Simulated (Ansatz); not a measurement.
# PBE0/STO-3G run of InH3Cl− ([InClH3]-)

What is the energy change on altering one bond length of InH3Cl− ([InClH3]-) at PBE0/STO-3G? 

The results are computed with Ansatz 0.2.0.

6 further runs of the same task are left out: 6 that didn't finish.

### 1 The molecule

InH3Cl−: 5 atoms, total charge -1, spin state singlet. SMILES: `[H][In-]([H])([H])[Cl]`. The shape comes from GFN2-xTB, which is rough for such elements, and wasn't checked as a minimum.

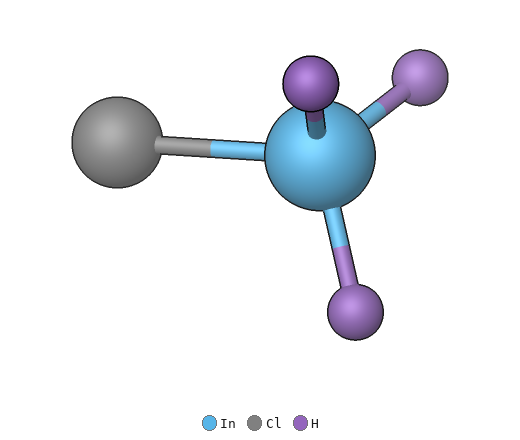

The structure, seen from a chosen angle (indium blue, chlorine grey, hydrogen purple).

### 2 The energy at PBE0/STO-3G

Input file molecule.yaml:

```yaml
crystal:
  periodic: [false, false, false]
  atoms:
    - symbol: In
      position_ang: [-0.002150, 0.000620, -0.175700]
    - symbol: Cl
      position_ang: [0.012800, -0.020350, 2.163640]
    - symbol: H
      position_ang: [1.620790, 0.013380, -0.670930]
    - symbol: H
      position_ang: [-0.818090, 1.410990, -0.645940]
    - symbol: H
      position_ang: [-0.813350, -1.404640, -0.671060]
basis:
  gaussian: {orbitals: STO-3G}
accuracy: high
hamiltonian: {xc: {name: PBE0}}
total_charge: -1
```

Run with:

```
$ ansatz run molecule.yaml --threads 1 --pin off --max-ram 2610MiB --events-out events.jsonl --progress --plain --runs-dir runs
```

What it wrote:

```text
Warning: RAYON_NUM_THREADS=1 ignored (pool sized by the plan → 1); use --threads N
Functional definition: PBE0
  name "PBE0"
  parameter a = 0.25
  parameter kappa = 0.804
  parameter beta = 0.06672455060314922
  exchange = (1 - a)*pbe_x(kappa = kappa, mu = beta*pi^2/3) + a*exact_x
  correlation = pbe_c(beta = beta)
718 factors; integrals over basis functions are off by at most 4.0e-9 eV
mean field evaluation 1: about -167116.7308 eV, gradient 1.2e1 eV
mean field evaluation 2: about -167117.2082 eV, gradient 5.0e0 eV
mean field evaluation 4: about -167117.3226 eV, gradient 1.1e-1 eV
mean field evaluation 8: about -167117.2772 eV, gradient 2.8e-4 eV
mean field -167117.27715772 eV, -6141.4466593874 hartree, gradient 3.8e-8 eV, S^2 0.000000; 0 other end points of the search recorded, 0 dependent functions left out
reference -167117.27715915 eV, -6141.4466594397 hartree; 35, 35 occupied and 4, 4 virtual orbitals, 718 factors
Total energy: -167117.27715915 eV, -6141.4466594397 hartree
```

Run time: 2.4 s. Hardware: 1 thread of Arm Neoverse V1, shared host; peak memory 0.13 GiB.

### 3 The distorted shape

Input file job.yaml:

```yaml
crystal:
  periodic: [false, false, false]
  atoms:
    - {symbol: In, position_ang: [-0.005888, 0.005863, -0.760583]}
    - {symbol: Cl, position_ang: [0.012800, -0.020350, 2.163640]}
    - {symbol: H, position_ang: [1.617052, 0.018623, -1.255813]}
    - {symbol: H, position_ang: [-0.821828, 1.416233, -1.230823]}
    - {symbol: H, position_ang: [-0.817088, -1.399397, -1.255943]}
basis:
  gaussian:
    orbitals: STO-3G
accuracy: high
total_charge: -1
hamiltonian:
  xc: pbe0
```

Run with:

```
$ ansatz run job.yaml --threads 1 --pin off --max-ram 2610MiB --events-out events.jsonl --progress --plain --runs-dir runs
```

What it wrote:

```text
Warning: RAYON_NUM_THREADS=1 ignored (pool sized by the plan → 1); use --threads N
Functional definition: PBE0
  name "PBE0"
  parameter a = 0.25
  parameter kappa = 0.804
  parameter beta = 0.06672455060314922
  exchange = (1 - a)*pbe_x(kappa = kappa, mu = beta*pi^2/3) + a*exact_x
  correlation = pbe_c(beta = beta)
706 factors; integrals over basis functions are off by at most 5.2e-9 eV
mean field evaluation 1: about -167115.7946 eV, gradient 1.2e1 eV
mean field evaluation 2: about -167116.3004 eV, gradient 6.2e0 eV
mean field evaluation 4: about -167116.5012 eV, gradient 2.8e-1 eV
mean field evaluation 8: about -167116.4430 eV, gradient 6.7e-4 eV
mean field evaluation 16: about -167116.4430 eV, gradient 1.3e-8 eV
mean field -167116.44300607 eV, -6141.4160048797 hartree, gradient 1.3e-8 eV, S^2 0.000000; 0 other end points of the search recorded, 0 dependent functions left out
reference -167116.44300756 eV, -6141.4160049344 hartree; 35, 35 occupied and 4, 4 virtual orbitals, 706 factors
Total energy: -167116.44300756 eV, -6141.4160049344 hartree
```

Wall time 2.5 s (1 thread of Arm Neoverse V1, shared host); peak memory 0.13 GiB.

### 4 Outcome

Level: PBE0/STO-3G.

| quantity | value |
| --- | --- |
| first shape: total energy | -6141.44666 Eh |
| distorted shape: total energy | -6141.41600 Eh |
| energy change with the In1–Cl2 bond stretched from 2.339 to 2.924 Å | 0.834 eV |

What this shows: With the In1–Cl2 bond stretched from 2.339 to 2.924 Å the energy rises by 0.83 eV (80.5 kJ/mol). The first shape isn't relaxed at this level, so the change isn't measured from a minimum. The minimal basis adds a large error of its own. Relativity is left out (first shape) although the molecule holds a heavy atom. Relativity is left out (distorted shape) although the molecule holds a heavy atom.
